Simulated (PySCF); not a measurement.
## Electronic structure of CH$_{11}$NSi$_{3}$ (SMILES CN[SiH2][SiH2][SiH3]) in real space

The calculation's input:

```
{"job": {"kind": "uv", "xc": "CAM-B3LYP", "basis": "def2-SVPD", "nstates": 8, "ntriplets": 3}, "charge": 0, "multiplicity": 1}
C     -2.664062     0.016024     0.568990
N     -1.946424     0.740631    -0.450376
Si    -0.511405     0.156678    -1.201971
Si     1.006868    -0.397008     0.454708
Si     3.230607    -0.089823    -0.092662
H     -3.359724    -0.723073     0.153415
H     -3.233556     0.708285     1.193392
H     -1.947512    -0.508952     1.198767
H     -2.572027     1.303792    -1.007415
H     -0.742457    -0.973918    -2.128760
H     -0.120861     1.295591    -2.040547
H      0.717599     0.326852     1.707093
H      0.813725    -1.803373     0.867140
H      3.453562     1.175042    -0.800724
H      4.136614    -0.071680     1.058076
H      3.731454    -1.146124    -0.977201
```

Launched as:

```sh
OMP_NUM_THREADS=1 python probes_run.py task.json out
```

Geometry: GFN2-xTB.

All numbers below come from CAM-B3LYP/def2-SVPD, SCF density, gas phase (PySCF).

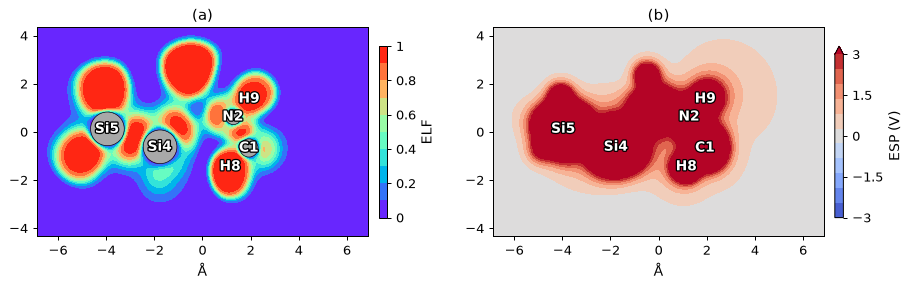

Figure 1. (a) electron localisation function; (b) molecular electrostatic potential on the plane of atoms N2, C1 and H8. Grey discs cover the atomic cores in the ELF map.

### Describe what can be read from this map.

The plane passes through C, N, Si and H nuclei. C–N (1.44 Å): the ELF peaks at about 0.95 between the atoms; a covalent bond. Si–Si (2.31 Å): the ELF peaks at about 1 between the atoms; a covalent bond. N–H (1.01 Å): the ELF climbs to about 1 towards the hydrogen, as it does in any bond to H: an ordinary covalent bond to hydrogen. C–H (1.09 Å): the ELF climbs to about 1 towards the hydrogen; a covalent bond by its length. The potential has no marked negative region in this plane.

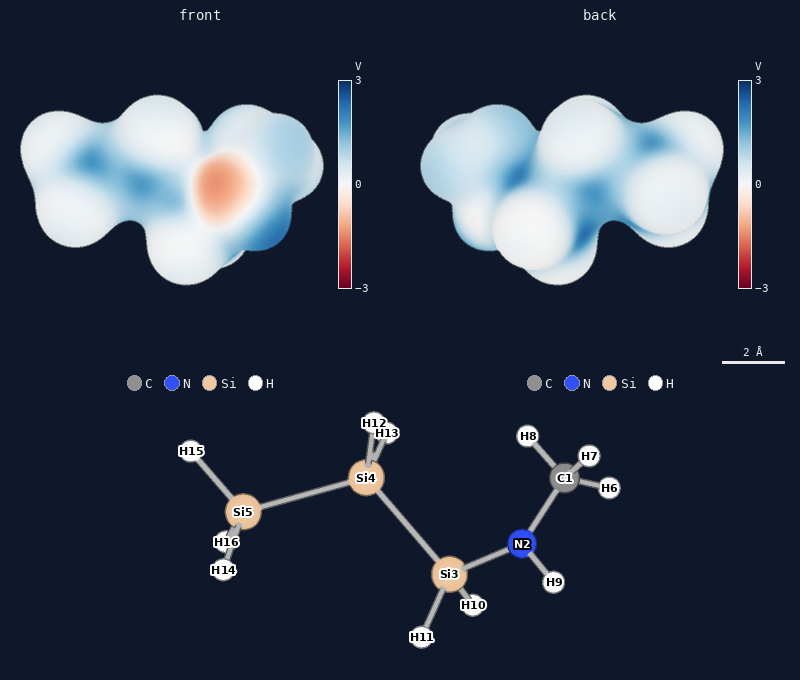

Figure 2. The electrostatic potential painted on the density surface at 0.004 e/bohr³, seen from the front and from behind; the colour scale runs from red (negative) to blue (positive). The bare structure is drawn below in the same view.

### Where is the surface potential most negative and most positive?

The most negative region (about −1.3 V) lies over N2, the most positive (about +2.1 V) over Si3 and H9. N2 is the likeliest acceptor of a hydrogen bond.

### What dipole moment does the calculation give?

Its dipole moment is 1.39 D.
